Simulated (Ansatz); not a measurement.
Equilibrium of BH2Cl + KNH2 ⇌ BH2(NH2) + KCl at process temperatures

Species: BH2Cl `BCl`, singlet; KNH2 `[NH2][K]`, singlet; BH2(NH2), singlet; KCl, singlet. The partners trade Cl for NH2: B–Cl and K–NH2 bonds give way to B–NH2 and K–Cl.

The electronic reaction energy at CCSD(T)/def2-TZVPP is -286.5 kJ/mol. Shapes: PBE0-D4/def2-TZVP. Programs: Ansatz 0.2.0. Enthalpy and entropy come from rigid-rotor, harmonic-oscillator sums on unscaled PBE0-D4/def2-TZVP wavenumbers, ideal gases at 1 bar. Symmetry numbers: BH2Cl 2, KNH2 2, BH2(NH2) 2, KCl 1. R = 8.3145 J/(mol K).

```
T (K)  ΔH (kJ/mol)  ΔS (J/(mol K))
  300       -273.5           -22.0
  500       -275.3           -26.5
  700            ?               ?
```

Work out ln K at 300 and 500 K, and from these estimate it at 700 K.


1. 300 K: ΔG = -273.5 − 300 × (-22.0)/1000 = -266.9 kJ/mol; ln K = −ΔG/RT = +107.00.
2. 500 K: ΔG = -275.3 − 500 × (-26.5)/1000 = -262.1 kJ/mol; ln K = −ΔG/RT = +63.05.
3. Slope against 1000/T: (+63.05 − (+107.00))/(2.0000 − 3.3333) = +32.96, that is −ΔH/R with ΔH near -274 kJ/mol.
4. 700 K: ln K = +107.00 + (+32.96) × (1.4286 − 3.3333) = +44.22.

The full sums give ΔH = -276.1 kJ/mol, ΔS = -28.0 J/(mol K), ΔG = -256.5 kJ/mol and ln K = +44.07 at 700 K, so the line is off by +0.15 in ln K; without rounding the miss is +0.10, from the change of ΔH with temperature. The products are favoured over this whole range. An error of 10 kJ/mol in the energy moves ln K by 1.7 at 700 K. Soft modes are treated as harmonic, which can err either way at these temperatures; the lowest are those of KNH2 (258 cm⁻¹). Outer-core shells of K are correlated, in sets that cover them unevenly.

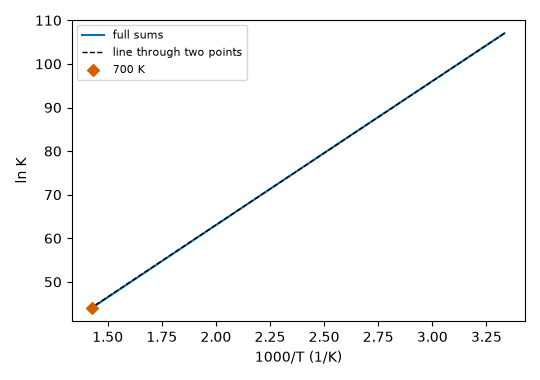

The van 't Hoff plot.
